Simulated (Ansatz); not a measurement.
# C₃H₇ClGe: up Jacob's ladder to CCSD(T), part 2 of 2

Ansatz 0.2.0, Gaussian basis; functionals in def2-TZVPP, the program's frozen cores in correlated methods.

### 14 CAM-B3LYP-D4 (range-separated)

Contents of in.yaml:

```yaml
crystal:
  periodic: [false, false, false]
  atoms:
    - {symbol: C, position_ang: [-0.652694, 0.354550, 1.112491]}
    - {symbol: C, position_ang: [-0.114314, -0.607264, 0.062368]}
    - {symbol: C, position_ang: [1.253418, -0.180270, -0.457795]}
    - {symbol: Ge, position_ang: [-1.391134, -0.868809, -1.463258]}
    - {symbol: Cl, position_ang: [-1.469451, 1.226205, -2.132033]}
    - {symbol: H, position_ang: [-0.766183, 1.359555, 0.698872]}
    - {symbol: H, position_ang: [0.032784, 0.420572, 1.964917]}
    - {symbol: H, position_ang: [-1.626235, 0.044750, 1.505311]}
    - {symbol: H, position_ang: [-0.029993, -1.609821, 0.503626]}
    - {symbol: H, position_ang: [1.982245, -0.137627, 0.359254]}
    - {symbol: H, position_ang: [1.654045, -0.869803, -1.208378]}
    - {symbol: H, position_ang: [1.204412, 0.812861, -0.911376]}
basis:
  gaussian: {orbitals: def2-TZVPP}
hamiltonian: {xc: {name: CAM-B3LYP}, dispersion: d4}
output: {orbitals: {seedname: orbitals}}
```

On the command line:

```
$ ansatz run in.yaml --threads 4 --pin off --events-out ev --progress --plain --max-ram 11315MiB
```

The log of the run (excerpt; [...] marks lines left out):

```text
Functional definition: CAM-B3LYP
  name "CAM-B3LYP"
  cite "Yanai, Tew & Handy, Chem. Phys. Lett. 393, 51 (2004) doi:10.1016/j.cplett.2004.06.011"
  cite "Iikura, Tsuneda, Yanai & Hirao, J. Chem. Phys. 115, 3540 (2001) doi:10.1063/1.1383587"
  cite "Becke, Phys. Rev. A 38, 3098 (1988) doi:10.1103/PhysRevA.38.3098"
  cite "Lee, Yang & Parr, Phys. Rev. B 37, 785 (1988) doi:10.1103/PhysRevB.37.785"
  cite "Vosko, Wilk & Nusair, Can. J. Phys. 58, 1200 (1980) doi:10.1139/p80-159"
[...]
  # Exact exchange under (alpha + beta erf(omega r))/r, Becke's under what is left of 1/r.
[...]
1655 factors; their error is unknown
389 factors; integrals over basis functions are off by at most 9.6e-6 eV
[...]
mean field -72270.30630981 eV, -2655.8847703124 hartree, gradient 4.6e-5 eV, S^2 0.000000; 0 other end points of the search recorded, 0 dependent functions left out
reference -72270.30645534 eV, -2655.8847756607 hartree; 37, 37 occupied and 244, 244 virtual orbitals, 1655 factors
Total energy: -72270.58182697 eV, -2655.8948953812 hartree
```

It took 4.5 s on 4 threads of Arm Neoverse V2, shared host; peak memory 1.1 GiB.

Atomisation energy: 1059.2 kcal/mol (free atoms -72224.652 eV, run apart). HOMO -7.75 eV, LUMO -1.62 eV.

### 15 LC-ωPBE (range-separated)

in.yaml, as its differences from that of step 14:

```diff
@@ -17,3 +17,3 @@
   gaussian: {orbitals: def2-TZVPP}
-hamiltonian: {xc: {name: CAM-B3LYP}, dispersion: d4}
+hamiltonian: {xc: {name: LC-wPBE}}
 output: {orbitals: {seedname: orbitals}}
```

Launched as before.

The log of the run (excerpt; [...] marks lines left out):

```text
Functional definition: LC-wPBE
  name "LC-wPBE"
  cite "Vydrov & Scuseria, J. Chem. Phys. 125, 234109 (2006) doi:10.1063/1.2409292"
  cite "Heyd & Scuseria, J. Chem. Phys. 120, 7274 (2004) doi:10.1063/1.1668634"
  cite "Ernzerhof & Perdew, J. Chem. Phys. 109, 3313 (1998) doi:10.1063/1.476928"
  cite "Perdew, Burke & Ernzerhof, Phys. Rev. Lett. 77, 3865 (1996) doi:10.1103/PhysRevLett.77.3865"
  parent pbe
[...]
1605 factors; their error is unknown
457 factors; integrals over basis functions are off by at most 2.8e-5 eV
[...]
mean field -72255.52958224 eV, -2655.3417355902 hartree, gradient 2.1e-5 eV, S^2 0.000000; 0 other end points of the search recorded, 0 dependent functions left out
reference -72255.52958224 eV, -2655.3417355905 hartree; 37, 37 occupied and 244, 244 virtual orbitals, 1605 factors
Total energy: -72255.52958224 eV, -2655.3417355905 hartree
```

Run time: 3.2 s. Hardware: 4 threads of Arm Neoverse V2, shared host; peak memory 0.65 GiB.

With the free atoms at this level, -72210.009 eV in sum, the atomisation energy is 1049.7 kcal/mol. HOMO -9.00 eV, LUMO -0.47 eV.

### 16 ωB97X-V (range-separated)

in.yaml, as its differences from that of step 15:

```diff
@@ -17,3 +17,3 @@
   gaussian: {orbitals: def2-TZVPP}
-hamiltonian: {xc: {name: LC-wPBE}}
+hamiltonian: {xc: {name: wB97X-V}}
 output: {orbitals: {seedname: orbitals}}
```

The command is unchanged.

The log of the run (excerpt; [...] marks lines left out):

```text
Functional definition: wB97X-V
  name "wB97X-V"
  cite "Mardirossian & Head-Gordon, Phys. Chem. Chem. Phys. 16, 9904 (2014) doi:10.1039/C3CP54374A"
  cite "Becke, J. Chem. Phys. 107, 8554 (1997) doi:10.1063/1.475007"
  cite "Vydrov & Van Voorhis, J. Chem. Phys. 133, 244103 (2010) doi:10.1063/1.3521275"
[...]
      + integral(e_c_pw_opposite_spin*poly(b97_u_opposite, cos0, cos1)) + vv10(b, c)
1652 factors; their error is unknown
364 factors; integrals over basis functions are off by at most 2.8e-5 eV
[...]
mean field -72260.65213837 eV, -2655.5299860560 hartree, gradient 4.7e-5 eV, S^2 0.000000; 0 other end points of the search recorded, 0 dependent functions left out
reference -72260.65213640 eV, -2655.5299859836 hartree; 37, 37 occupied and 244, 244 virtual orbitals, 1652 factors
Total energy: -72260.65213640 eV, -2655.5299859836 hartree
```

Run time: 9.5 s. Hardware: 4 threads of Arm Neoverse V2, shared host; peak memory 1.1 GiB.

With the free atoms at this level, -72214.696 eV in sum, the atomisation energy is 1059.8 kcal/mol. HOMO -8.69 eV, LUMO -0.59 eV.

### 17 ωB97M-V (range-separated)

in.yaml, as its differences from that of step 16:

```diff
@@ -17,3 +17,3 @@
   gaussian: {orbitals: def2-TZVPP}
-hamiltonian: {xc: {name: wB97X-V}}
-output: {orbitals: {seedname: orbitals}}
+hamiltonian: {xc: {name: wB97M-V}}
+output: {forces: true, orbitals: {seedname: orbitals}}
```

The command is unchanged.

The log of the run (excerpt; [...] marks lines left out):

```text
Functional definition: wB97M-V
  name "wB97M-V"
  cite "Mardirossian & Head-Gordon, J. Chem. Phys. 144, 214110 (2016) doi:10.1063/1.4952647"
  cite "Becke, J. Chem. Phys. 107, 8554 (1997) doi:10.1063/1.475007"
  cite "Vydrov & Van Voorhis, J. Chem. Phys. 133, 244103 (2010) doi:10.1063/1.3521275"
  # Of w^i u^j: cxij and so on, Table III.
[...]
  gx(w, u) = 1 - cx + cx01*u + cx10*w
  gss(w, u) = css00 + css04*u^4 + css10*w + css20*w^2 + css43*w^4*u^3
  gos(w, u) = cos00 + cos10*w + (cos20 + cos21*u)*w^2 + (cos60 + cos61*u)*w^6
[...]
      + integral(e_c_pw_mod_opposite_spin*gos(b97_w_opposite, b97_u_opposite)) + vv10(b, c)
1649 factors; their error is unknown
364 factors; integrals over basis functions are off by at most 2.8e-5 eV
[...]
Atom 2 at     1.253418    -0.180270    -0.457795 Å, force     0.199637     0.072133    -0.034139 eV/Å
Atom 3 at    -1.391134    -0.868809    -1.463258 Å, force     0.045565    -0.023043     0.065260 eV/Å
Atom 4 at    -1.469451     1.226205    -2.132033 Å, force     0.018868     0.016126     0.016030 eV/Å
Atom 5 at    -0.766183     1.359555     0.698872 Å, force     0.011853    -0.066669     0.022555 eV/Å
Atom 6 at     0.032784     0.420572     1.964917 Å, force    -0.055591    -0.000592    -0.066841 eV/Å
Atom 7 at    -1.626235     0.044750     1.505311 Å, force     0.061604     0.019639    -0.028053 eV/Å
Atom 8 at    -0.029993    -1.609821     0.503626 Å, force     0.005090     0.077173    -0.021868 eV/Å
Atom 9 at     1.982245    -0.137627     0.359254 Å, force    -0.055727     0.001202    -0.067663 eV/Å
Atom 10 at     1.654045    -0.869803    -1.208378 Å, force    -0.030434     0.044323     0.045586 eV/Å
Atom 11 at     1.204412     0.812861    -0.911376 Å, force    -0.001326    -0.062417     0.031791 eV/Å
Dipole moment:     0.151223    -0.352352     0.286584 e Å
```

It took 14 s on 4 threads of Arm Neoverse V2, shared host; peak memory 1.3 GiB.

Atomisation energy: 1059.8 kcal/mol (free atoms -72217.088 eV, run apart). HOMO -8.57 eV, LUMO -0.70 eV.

### 18 B2PLYP (double hybrid)

in.yaml, as its differences from that of step 17:

```diff
@@ -17,3 +17,2 @@
   gaussian: {orbitals: def2-TZVPP}
-hamiltonian: {xc: {name: wB97M-V}}
-output: {forces: true, orbitals: {seedname: orbitals}}
+hamiltonian: {xc: {name: B2PLYP}}
```

The command is unchanged.

The log of the run (excerpt; [...] marks lines left out):

```text
Functional definition: B2PLYP
  name "B2PLYP"
  cite "Grimme, J. Chem. Phys. 124, 034108 (2006) doi:10.1063/1.2148954"
  cite "Becke, Phys. Rev. A 38, 3098 (1988) doi:10.1103/PhysRevA.38.3098"
  cite "Lee, Yang & Parr, Phys. Rev. B 37, 785 (1988) doi:10.1103/PhysRevB.37.785"
[...]
1668 factors; integrals over basis functions are off by at most 9.8e-4 eV
[...]
mean field -72243.44763334 eV, -2654.8977321575 hartree, gradient 9.6e-6 eV, S^2 0.000000; 0 other end points of the search recorded, 0 dependent functions left out
17 core orbitals not correlated: weight in the atoms' cores, before any rotation towards them, 1.000 or more for the frozen orbitals, at most 0.000 for the correlated occupied ones
reference -72243.44782158 eV, -2654.8977390753 hartree; 20, 20 occupied and 244, 244 virtual orbitals, 1668 factors
second order -31.45055252 eV of doubles, -0.00000000 eV of singles
Total energy: -72251.93947076 eV, -2655.2098014269 hartree
```

Wall time 8.5 s (4 threads of Arm Neoverse V2, shared host); peak memory 0.92 GiB.

Atomisation energy: 1045.4 kcal/mol (free atoms -72206.605 eV, run apart).

### 19 PBE-QIDH (double hybrid)

in.yaml, as its differences from that of step 18:

```diff
@@ -17,2 +17,2 @@
   gaussian: {orbitals: def2-TZVPP}
-hamiltonian: {xc: {name: B2PLYP}}
+hamiltonian: {xc: {name: PBE-QIDH}}
```

Launched as before.

The log of the run (excerpt; [...] marks lines left out):

```text
Functional definition: PBE-QIDH
  name "PBE-QIDH"
  cite "Brémond, Sancho-García, Pérez-Jiménez & Adamo, J. Chem. Phys. 141, 031101 (2014) doi:10.1063/1.4890314"
  cite "Perdew, Burke & Ernzerhof, Phys. Rev. Lett. 77, 3865 (1996) doi:10.1103/PhysRevLett.77.3865"
[...]
1668 factors; integrals over basis functions are off by at most 9.8e-4 eV
[...]
mean field -72231.94063661 eV, -2654.4748578275 hartree, gradient 2.3e-6 eV, S^2 0.000000; 0 other end points of the search recorded, 0 dependent functions left out
17 core orbitals not correlated: weight in the atoms' cores, before any rotation towards them, 1.000 or more for the frozen orbitals, at most 0.000 for the correlated occupied ones
reference -72231.94064970 eV, -2654.4748583084 hartree; 20, 20 occupied and 244, 244 virtual orbitals, 1668 factors
second order -29.17213944 eV of doubles, -0.00000000 eV of singles
Total energy: -72241.66469618 eV, -2654.8322104254 hartree
```

Wall time 8.5 s (4 threads of Arm Neoverse V2, shared host); peak memory 0.92 GiB.

With the free atoms at this level, -72195.888 eV in sum, the atomisation energy is 1055.6 kcal/mol.

### 20 Orbital energies across the functionals

Dipoles come from the runs that computed forces. Levels, from each run's orbital file:

| functional | HOMO (eV) | LUMO (eV) | gap (eV) | dipole (D) |
| --- | --- | --- | --- | --- |
| LDA (SPW92) | -5.56 | -3.68 | 1.89 |  |
| PBE-D4 | -5.42 | -3.41 | 2.00 | 2.14 |
| revPBE-D4 | -5.36 | -3.31 | 2.06 |  |
| BLYP-D4 | -5.29 | -3.32 | 1.97 |  |
| r2SCAN-D4 | -5.65 | -3.37 | 2.29 | 2.22 |
| B97M-V | -5.69 | -3.32 | 2.37 |  |
| PBE0-D4 | -6.48 | -2.63 | 3.85 |  |
| B3LYP-D4 | -6.31 | -2.86 | 3.45 | 2.25 |
| r2SCANh-D4 | -6.05 | -3.06 | 2.98 |  |
| r2SCAN0-D4 | -6.64 | -2.61 | 4.02 |  |
| HSE06-D4 | -6.09 | -3.00 | 3.09 |  |
| BHLYP-D4 | -7.44 | -1.78 | 5.67 |  |
| CAM-B3LYP-D4 | -7.75 | -1.62 | 6.13 |  |
| LC-ωPBE | -9.00 | -0.47 | 8.53 |  |
| ωB97X-V | -8.69 | -0.59 | 8.10 |  |
| ωB97M-V | -8.57 | -0.70 | 7.87 | 2.30 |

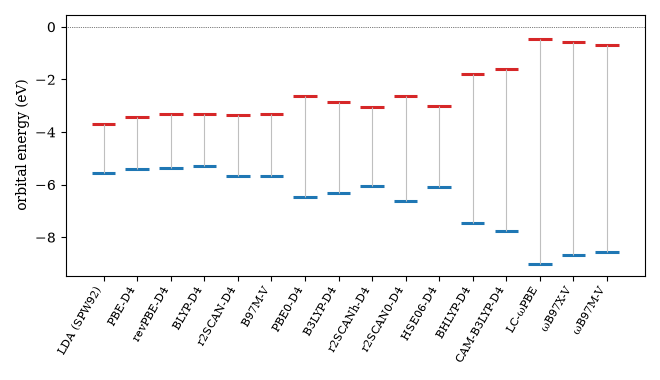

Highest occupied (blue) and lowest empty (red) level by functional.

### 21 CCSD(T) in def2-SVP

in.yaml, as its differences from that of step 19:

```diff
@@ -16,3 +16,3 @@
 basis:
-  gaussian: {orbitals: def2-TZVPP}
-hamiltonian: {xc: {name: PBE-QIDH}}
+  gaussian: {orbitals: def2-SVP}
+correlation: {method: ccsd_t}
```

Launched as before.

The log of the run (excerpt; [...] marks lines left out):

```text
Functional definition: HF
  name "HF"
  cite "Fock, Z. Phys. 61, 126 (1930) doi:10.1007/BF01340294"
  parent pbe
[...]
1276 factors; integrals over basis functions are off by at most 1.6e-3 eV
[...]
mean field -72166.75575186 eV, -2652.0793574968 hartree, gradient 2.9e-6 eV, S^2 0.000000; 0 other end points of the search recorded, 0 dependent functions left out; unrestricted orbitals would lower it
17 core orbitals not correlated: weight in the atoms' cores, before any rotation towards them, 1.000 or more for the frozen orbitals, at most 0.000 for the correlated occupied ones
reference -72166.75575186 eV, -2652.0793574968 hartree; 20, 20 occupied and 90, 90 virtual orbitals, 1276 factors
second order -21.10537308 eV of doubles, -0.00000000 eV of singles
cycle   1  -21.83865503 eV  change   -7.3e-1 eV  update   1.1e-1
[...]
cycle   9  -22.54274606 eV  change    5.3e-6 eV  update   3.1e-5
perturbative correction -0.68420211 eV, -0.0251439639 hartree
Total energy: -72189.98270003 eV, -2652.9329320984 hartree
```

It took 11 s on 4 threads of Arm Neoverse V2, shared host; peak memory 0.79 GiB.

### 22 CCSD(T) in def2-TZVPP

in.yaml, as its differences from that of step 21:

```diff
@@ -16,3 +16,4 @@
 basis:
-  gaussian: {orbitals: def2-SVP}
+  gaussian: {orbitals: def2-TZVPP}
 correlation: {method: ccsd_t}
+output: {orbitals: {seedname: orbitals}}
```

Launched as before.

The log of the run (excerpt; [...] marks lines left out):

```text
Functional definition: HF
  name "HF"
  cite "Fock, Z. Phys. 61, 126 (1930) doi:10.1007/BF01340294"
  parent pbe
[...]
1668 factors; integrals over basis functions are off by at most 9.8e-4 eV
[...]
mean field -72181.72845710 eV, -2652.6295942655 hartree, gradient 7.4e-6 eV, S^2 0.000000; 0 other end points of the search recorded, 0 dependent functions left out; unrestricted orbitals would lower it
17 core orbitals not correlated: weight in the atoms' cores, before any rotation towards them, 1.000 or more for the frozen orbitals, at most 0.000 for the correlated occupied ones
reference -72181.72845710 eV, -2652.6295942655 hartree; 20, 20 occupied and 244, 244 virtual orbitals, 1668 factors
second order -25.85657515 eV of doubles, -0.00000000 eV of singles
cycle   1  -26.41440149 eV  change   -5.6e-1 eV  update   1.1e-1
[...]
cycle   9  -27.20207733 eV  change   -9.4e-6 eV  update   3.9e-5
perturbative correction -1.14122595 eV, -0.0419392801 hartree
Total energy: -72210.07176038 eV, -2653.6711914493 hartree
```

It took 5.1 min on 4 threads of Arm Neoverse V2, shared host; peak memory 8.2 GiB.

### 23 MP2 in def2-QZVPP

in.yaml, as its differences from that of step 22:

```diff
@@ -16,4 +16,3 @@
 basis:
-  gaussian: {orbitals: def2-TZVPP}
-correlation: {method: ccsd_t}
-output: {orbitals: {seedname: orbitals}}
+  gaussian: {orbitals: "def2-QZVPP.json"}
+correlation: {method: mp2}
```

Same command.

The log of the run:

```text
Functional definition: HF
  name "HF"
  cite "Fock, Z. Phys. 61, 126 (1930) doi:10.1007/BF01340294"
  parent pbe
  exchange = exact_x
  correlation = 0
3262 factors; integrals over basis functions are off by at most 8.1e-4 eV
mean field evaluation 1: about -72178.2857 eV, gradient 4.2e1 eV
mean field evaluation 2: about -72178.4183 eV, gradient 4.2e1 eV
mean field evaluation 4: about -72183.2616 eV, gradient 4.7e0 eV
mean field evaluation 8: about -72183.3572 eV, gradient 4.6e-1 eV
mean field -72183.35853050 eV, -2652.6894983581 hartree, gradient 2.6e-6 eV, S^2 0.000000; 0 other end points of the search recorded, 0 dependent functions left out; unrestricted orbitals would lower it
mean field evaluation 16: about -72183.2992 eV, gradient 4.0e0 eV
17 core orbitals not correlated: weight in the atoms' cores, before any rotation towards them, 1.000 or more for the frozen orbitals, at most 0.000 for the correlated occupied ones
reference -72183.35853050 eV, -2652.6894983581 hartree; 20, 20 occupied and 503, 503 virtual orbitals, 3262 factors
second order -34.49946710 eV of doubles, -0.00000000 eV of singles
Total energy: -72217.85799760 eV, -2653.9573303895 hartree
```

Wall time 38 s (4 threads of Arm Neoverse V2, shared host); peak memory 5 GiB.

The pieces so far (eV):

| basis | HF | MP2 correlation | CCSD correlation | (T) | total |
| --- | --- | --- | --- | --- | --- |
| def2-SVP | -72166.7558 | -21.1054 | -22.5427 | -0.6842 | -72189.9827 |
| def2-TZVPP | -72181.7285 | -25.8566 | -27.2021 | -1.1412 | -72210.0718 |
| def2-QZVPP | -72183.3585 | -34.4995 |  |  | -72217.8580 (MP2) |

The report of the def2-TZVPP run gives T1 = 0.0114.

### 24 From triple and quadruple zeta to the limit

No new run: Hartree-Fock is extrapolated as exp(−7.88√X) and correlation as X^−2.97, with X = 3 and 4; only MP2 was run in the larger set, so CCSD(T) minus MP2 is added from the smaller one.

| level | energy at the limit (eV) |
| --- | --- |
| HF | -72183.5831 |
| MP2 | -72224.4847 |
| CCSD | -72225.8302 |
| CCSD(T) | -72226.9714 |

This is no true limit for total energies: MP2 correlation changes by a factor of 1.33 from triple to quadruple zeta (about 1.07 in light molecules), because outer-core shells are correlated in sets not made for them. Much of that cancels between molecule and atoms or ions.

### 25 RPA on PBE orbitals

in.yaml, as its differences from that of step 23:

```diff
@@ -16,3 +16,4 @@
 basis:
-  gaussian: {orbitals: "def2-QZVPP.json"}
-correlation: {method: mp2}
+  gaussian: {orbitals: def2-TZVPP}
+hamiltonian: {xc: pbe}
+correlation: {method: rpa}
```

The command is unchanged.

The log of the run (excerpt; [...] marks lines left out):

```text
Functional definition: PBE
  name "PBE"
  cite "Perdew, Burke & Ernzerhof, Phys. Rev. Lett. 77, 3865 (1996) doi:10.1103/PhysRevLett.77.3865"
  parent pbe
[...]
1668 factors; integrals over basis functions are off by at most 9.8e-4 eV
[...]
mean field -72250.35279830 eV, -2655.1514922895 hartree, gradient 6.2e-6 eV, S^2 0.000000; 0 other end points of the search recorded, 0 dependent functions left out
17 core orbitals not correlated: weight in the atoms' cores, before any rotation towards them, 1.000 or more for the frozen orbitals, at most 0.000 for the correlated occupied ones
reference -72179.90646153 eV, -2652.5626371634 hartree; 20, 20 occupied and 244, 244 virtual orbitals, 1668 factors
Total energy: -72222.35918809 eV, -2654.1227460891 hartree
```

It took 7 s on 4 threads of Arm Neoverse V2, shared host; peak memory 0.8 GiB.

RPA correlation: -42.453 eV. No RPA run of the hydrogen atom was made, so RPA has no atomisation energy below.

### 26 All levels against the reference

Free atoms (3 C, 1 Ge, 1 Cl, 7 H) were run apart at each level; the atomisation energy is their sum less the molecule, without zero-point or spin-orbit terms.

Differences are taken before rounding.

| method | rung | atoms, summed (eV) | atomisation energy (kcal/mol) | from CCSD(T)/CBS (kcal/mol) | time |
| --- | --- | --- | --- | --- | --- |
| LDA (SPW92) | LDA | -72059.374 | 1202.5 | +143.0 | 1.6 s |
| PBE-D4 | GGA | -72203.928 | 1077.9 | +18.4 | 3 s |
| revPBE-D4 | GGA | -72216.109 | 1055.6 | -3.9 | 2.7 s |
| BLYP-D4 | GGA | -72223.226 | 1053.4 | -6.1 | 2.6 s |
| r2SCAN-D4 | meta-GGA | -72219.523 | 1060.8 | +1.3 | 6 s |
| B97M-V | meta-GGA | -72208.802 | 1062.6 | +3.1 | 12 s |
| PBE0-D4 | hybrid | -72207.481 | 1064.0 | +4.5 | 3.9 s |
| B3LYP-D4 | hybrid | -72225.160 | 1057.7 | -1.9 | 6 s |
| r2SCANh-D4 | hybrid | -72219.367 | 1056.1 | -3.4 | 6.5 s |
| r2SCAN0-D4 | hybrid | -72219.155 | 1049.5 | -10.0 | 6.5 s |
| HSE06-D4 | hybrid | -72207.044 | 1064.5 | +5.0 | 4.2 s |
| BHLYP-D4 | hybrid | -72221.555 | 1033.4 | -26.2 | 4 s |
| CAM-B3LYP-D4 | range-separated | -72224.652 | 1059.2 | -0.4 | 4.5 s |
| LC-ωPBE | range-separated | -72210.009 | 1049.7 | -9.8 | 3.2 s |
| ωB97X-V | range-separated | -72214.696 | 1059.8 | +0.2 | 9.5 s |
| ωB97M-V | range-separated | -72217.088 | 1059.8 | +0.2 | 14 s |
| B2PLYP | double hybrid | -72206.605 | 1045.4 | -14.1 | 8.5 s |
| PBE-QIDH | double hybrid | -72195.888 | 1055.6 | -3.9 | 8.5 s |
| HF/def2-TZVPP | wavefunction | -72147.561 | 787.9 | -271.6 |  |
| MP2/def2-TZVPP | wavefunction | -72162.226 | 1046.0 | -13.5 |  |
| CCSD/def2-TZVPP | wavefunction | -72164.715 | 1019.6 | -39.9 |  |
| CCSD(T)/def2-SVP | wavefunction | -72146.262 | 1008.2 | -51.3 | 11 s |
| CCSD(T)/def2-TZVPP | wavefunction | -72165.210 | 1034.5 | -25.0 | 5.1 min |
| MP2/CBS | wavefunction | -72178.041 | 1071.0 | +11.5 |  |
| CCSD(T)/CBS | wavefunction | -72181.026 | 1059.5 | 0 | 5.8 min |

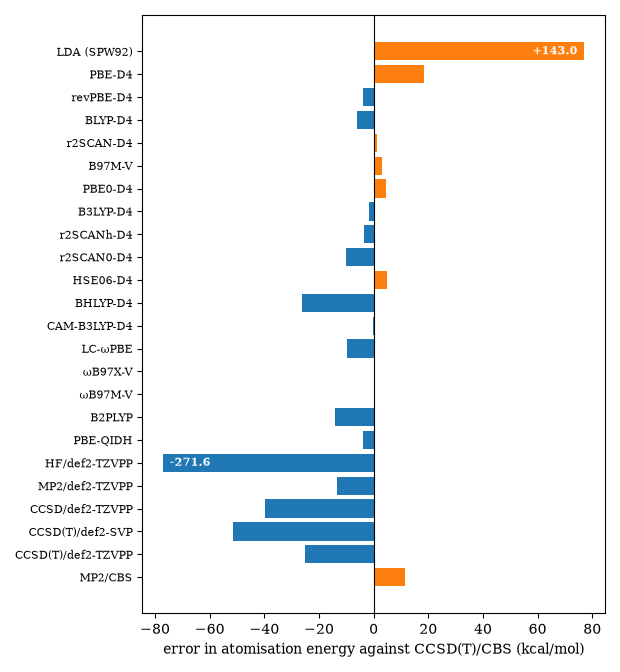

Deviations from CCSD(T)/CBS, method by method. Bars with a number in them are cut short.

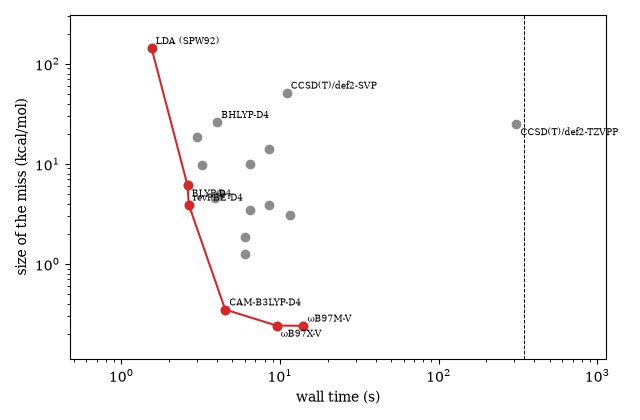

Accuracy for the time spent; red marks the levels that beat every quicker one drawn (of those quicker than the yardstick), and the dashed line is the time of CCSD(T)/CBS. Only those levels and the largest misses are named. Times are from a shared host.

LDA (SPW92), LC-ωPBE, B2PLYP, PBE-QIDH carry no dispersion term (for B3LYP, D4 adds 11.8 kcal/mol).

Times are those of the molecule's run; HF, MP2 and CCSD come out of the CCSD(T) runs, and the limit's time is the sum of the runs that it needs.

### 27 Summary of results

The summary covers parts 1 to 2.

| quantity | value |
| --- | --- |
| atomisation energy, CCSD(T)/CBS | 1059.5 kcal/mol |
| functionals within 10.6 kcal/mol (1.0 %) | revPBE-D4, BLYP-D4, r2SCAN-D4, B97M-V, PBE0-D4, B3LYP-D4, r2SCANh-D4, r2SCAN0-D4, HSE06-D4, CAM-B3LYP-D4, LC-ωPBE, ωB97X-V, ωB97M-V, PBE-QIDH |
| farthest beyond LDA | BHLYP-D4 (-26.2 kcal/mol) |
| mean size of error, GGA | 9.5 kcal/mol |
| mean size of error, meta-GGA | 2.2 kcal/mol |
| mean size of error, hybrid | 8.5 kcal/mol |
| mean size of error, range-separated | 2.7 kcal/mol |
| mean size of error, double hybrid | 9.0 kcal/mol |
| gap, smallest and largest | 1.89 eV (LDA (SPW92)), 8.53 eV (LC-ωPBE) |
| T1 diagnostic | 0.0114 |
| triples share of the correlation energy | 4.0 % |

The LDA atomisation energy is off by 143.0 kcal/mol (13 %): it overbinds. PBE-D4 is off by +18.4 kcal/mol. Double hybrids carry the basis error of their MP2 part in triple zeta, and no dispersion term here, so their miss is partly the set-up's. The rungs meta-GGA, range-separated, hybrid, double hybrid, GGA miss on average by less than the doubt on the reference (10.6 kcal/mol), so they tie. The reference freezes the cores and leaves out relativity and excitations past (T), and its outer-core shells are covered unevenly, so misses under about 10.6 kcal/mol can't be ranked. Hartree-Fock recovers 74 % of the binding; the rest is correlation. CCSD(T) in def2-SVP is off by -51.3 kcal/mol, so the small basis spoils what the method gains. Orbital gaps span 1.9 to 8.5 eV; exact exchange widens them. The restricted reference is unstable towards a spin-broken one. Correlated methods include outer-core shells of Ge, which these sets cover unevenly.

ωB97M-V reaches 0.2 kcal/mol from the reference in 14 s, where CCSD(T)/CBS took 5.8 min; the quickest level in the cost chart, LDA (SPW92), takes 1.6 s and misses by 143.0 kcal/mol.
